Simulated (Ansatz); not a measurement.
A series of calculations on WH$_{4}$O$_{2}$Cl$_{2}$F$_{2}$

### Relaxation

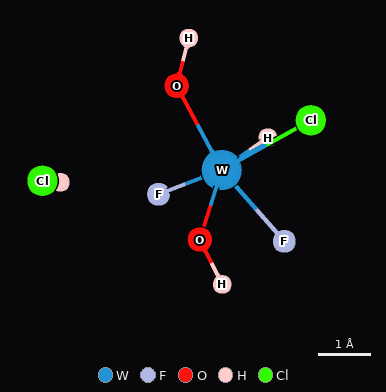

This is the input geometry for a relaxation of WH$_{4}$O$_{2}$Cl$_{2}$F$_{2}$. Style: ball-and-stick. Shown at a tilt.

The run prepares an end point of a later path (reaction) calculation, from a guessed geometry.

Theory: Ansatz 0.2.0, RKS revPBE-D4/def2-SVP.

Input file:
```yaml
crystal:
  periodic: [false, false, false]
  atoms:
    - { symbol: W, position_ang: [0.070442, 0.014858, -0.082494] }
    - { symbol: F, position_ang: [-0.102454, 0.121787, 1.77795] }
    - { symbol: O, position_ang: [1.914605, -0.451544, -0.164286] }
    - { symbol: H, position_ang: [2.292084, -1.35657, -0.213637] }
    - { symbol: O, position_ang: [-0.327011, 1.839919, -0.215465] }
    - { symbol: H, position_ang: [-0.816458, 2.433801, -0.81545] }
    - { symbol: H, position_ang: [-1.605164, -0.366023, -0.0255] }
    - { symbol: F, position_ang: [-0.0526, -1.908162, -0.045846] }
    - { symbol: Cl, position_ang: [-0.321351, -0.056708, -2.380207] }
    - { symbol: Cl, position_ang: [2.252924, 2.213346, 1.750759] }
    - { symbol: H, position_ang: [1.199783, 1.682796, 2.382276] }
basis:
  gaussian: { orbitals: def2-SVP }
hamiltonian:
  xc: revpbe
  dispersion: d4
relax:
  f_tol: 0.03
  max_steps: 50
```

Launched with:
```bash
ansatz run input.yaml --threads 4 --pin off --max-ram 5120MiB --backend cpu --events-out ev --progress --plain --runs-dir out
```

**Where does the relaxation end?**

The largest move after the best rigid fit is that of H4, 1.91 Å. Largest moves by element: H 1.91 Å, Cl 1.42 Å, O 0.77 Å, F 0.43 Å, W 0.37 Å. Some distances before and after: W1–Cl10 3.600 → 4.244 Å, W1–F2 1.872 → 1.995 Å, W1–F8 1.927 → 1.875 Å, W1–O3 1.904 → 1.874 Å. Bond angles that change, for instance: O3–W1–F8 79.5° → 102.7°, O3–W1–O5 116.2° → 96.1°, H7–W1–Cl9 82.1° → 100.9°. The energy falls by 41.7 kJ/mol in 28 accepted moves (29 points after the start). Largest force component: 0.86 eV/Å at the start, 0.013 eV/Å at the end. The line search rejected the trial step at point 3 of the run. The run took 85 s on 4 threads of Arm Neoverse V2 (shared host), peak memory 0.22 GiB.

Final geometry:

```xyz
11

W    -0.0433   -0.0742   -0.4192
F     0.1259    0.3780    1.5166
O     1.8175    0.0996   -0.2756
H     2.3687    0.4219    0.4908
O    -0.3681    1.6912   -0.9666
H    -1.1886    2.2054   -1.0750
H    -1.6078    0.1591    0.2501
F    -0.3376   -1.8369    0.1478
Cl   -0.5785   -0.8409   -2.5258
Cl    2.8006    1.1370    2.4891
H     1.5159    0.8273    2.3359
```

After the run, drawn alike:

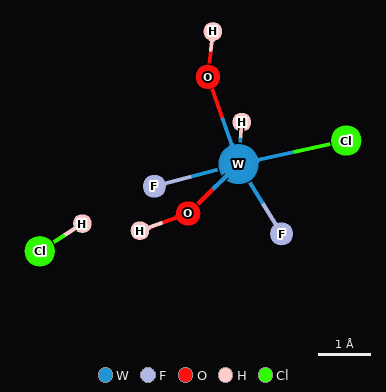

### Relaxation

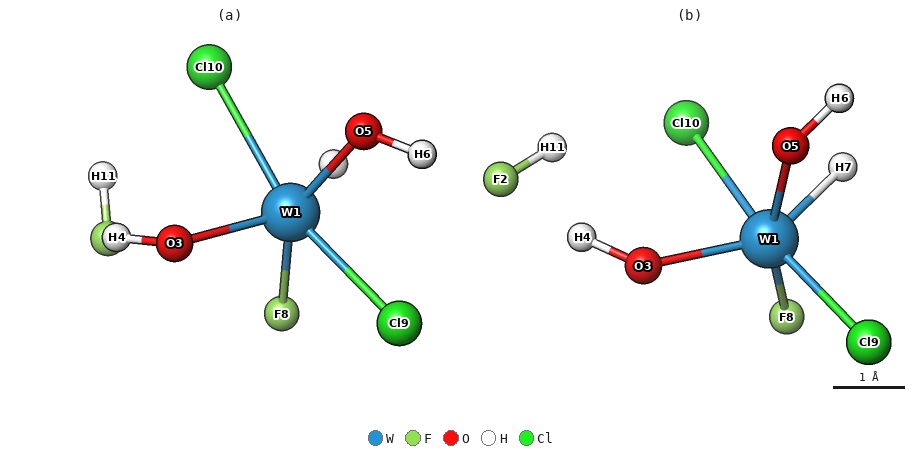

The structure of WH$_{4}$O$_{2}$Cl$_{2}$F$_{2}$ before (left) and after (right) a relaxation, at one scale.

Style: ball-and-stick. Shown at a tilt.

The run prepares an end point of a later path (reaction) calculation, from a guessed geometry.

Method: RKS revPBE-D4/def2-SVP in Ansatz 0.2.0.

The input:
```yaml
crystal:
  periodic: [false, false, false]
  atoms:
    - { symbol: W, position_ang: [0.108658, 0.476591, -0.2671] }
    - { symbol: F, position_ang: [1.185654, -0.997279, 2.197436] }
    - { symbol: O, position_ang: [1.877122, -0.14655, -0.177324] }
    - { symbol: H, position_ang: [2.217834, -0.435721, 0.701435] }
    - { symbol: O, position_ang: [0.005354, 2.108227, -1.222239] }
    - { symbol: H, position_ang: [-0.423307, 2.145303, -2.102518] }
    - { symbol: H, position_ang: [-1.185838, 0.879695, 0.752418] }
    - { symbol: F, position_ang: [-0.604397, -1.207609, 0.191213] }
    - { symbol: Cl, position_ang: [-0.638936, -0.29366, -2.406595] }
    - { symbol: Cl, position_ang: [0.84097, 1.921019, 1.508698] }
    - { symbol: H, position_ang: [1.121686, -0.282516, 2.792676] }
basis:
  gaussian: { orbitals: def2-SVP }
hamiltonian:
  xc: revpbe
  dispersion: d4
relax:
  f_tol: 0.03
  max_steps: 50
```

Command:
```bash
ansatz run input.yaml --threads 4 --pin off --max-ram 5120MiB --backend cpu --events-out ev --progress --plain --runs-dir out
```

**What changed between the two?**

The largest move after the best rigid fit is that of F2, 1.56 Å. By element the largest moves are F 1.56 Å, Cl 1.35 Å, H 1.00 Å, O 0.58 Å, W 0.46 Å. Among the contacts that change: W1–F2 3.067 → 3.927 Å, Cl10–H11 2.566 → 1.964 Å, W1–Cl10 2.403 → 2.525 Å, W1–Cl9 2.394 → 2.308 Å. Among the angles between lasting bonds that change: F8–W1–Cl10 118.2° → 87.5°, W1–O5–H6 120.6° → 136.0°, W1–O3–H4 117.7° → 132.0°. After 19 accepted moves (20 points after the start) the energy has fallen by 56.3 kJ/mol. The largest force component goes from 0.74 to 0.011 eV/Å. The line search rejected the trial step at point 19 of the run.

### Path

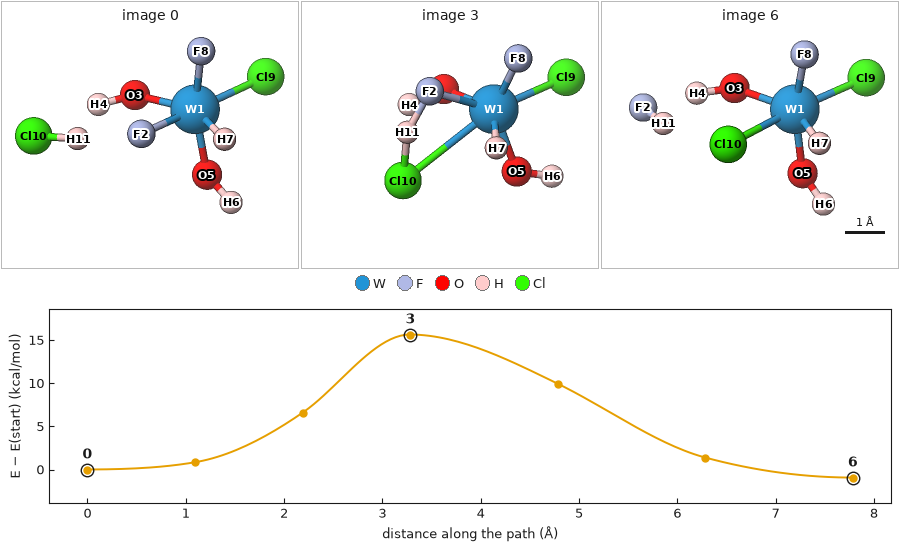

A search for the minimum-energy path of WH₄O₂Cl₂F₂ by the nudged elastic band. Images are numbered from 0 (start) to 6 (end). A ball-and-stick model, seen face on.

The calculation used Ansatz 0.2.0, RKS revPBE-D4/def2-SVP. Settings: 5 movable images; climbing image; force threshold 0.05 eV/Å; iteration limit 60; starting path through a guess of the saddle point.

Question: Describe the mechanism and the energy profile.

Answer: The energy climbs by 15.6 kcal/mol to image 3 and then falls by 16.6 kcal/mol, so the end point sits at −0.9 kcal/mol. Breaking: Cl10–H11 (1.33 → 1.48 at the top → 1.96 Å), W1–F2 (2.00 → 2.14 at the top → 3.93 Å). Forming: F2–H11 (1.67 → 1.24 at the top → 0.97 Å), W1–Cl10 (4.24 → 3.00 at the top → 2.52 Å). The band is converged.

The run took 4.8 min on 4 threads of Arm Neoverse V2 (shared host), peak memory 0.24 GiB.
